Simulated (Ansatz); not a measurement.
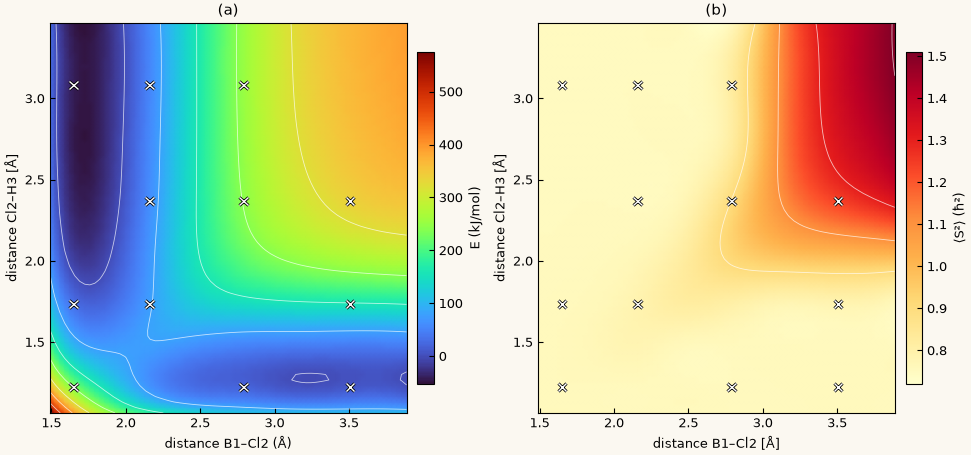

The system B + ClH, spin multiplicity 2. Coordinates scanned: (1) distance B1–Cl2; (2) distance Cl2–H3. Nothing is relaxed (the angle B1–Cl2–H3 is fixed at 180 degrees). The scan uses a 9 × 9 grid. At 12 points there is no value. Energies are in kJ/mol, from B far from the relaxed ClH (each part in its own basis). In part of the range the unrestricted reference is strongly spin-contaminated. Level of theory: UKS BHLYP-D4/aug-cc-pVTZ in Ansatz.

Panel (a) is the energy and panel (b) the computed ⟨S²⟩ on the same grid.

In the figure: a smooth colour map with a few white contour lines, crosses at grid points without a value. Between grid points the surface is interpolated.

Question: How does the ⟨S²⟩ vary over the map, and what is it at the lowest grid point?

Answer: Leaving out the highest fifth of the energies, it runs from 0.75 ħ² at distance B1–Cl2 = 1.488 Å, distance Cl2–H3 = 3.082 Å to 1.01 ħ² at distance B1–Cl2 = 3.888 Å, distance Cl2–H3 = 2.039 Å. At the lowest grid point, distance B1–Cl2 = 1.649 Å, distance Cl2–H3 = 3.464 Å, it is 0.75 ħ². That point lies on the edge of the scan.
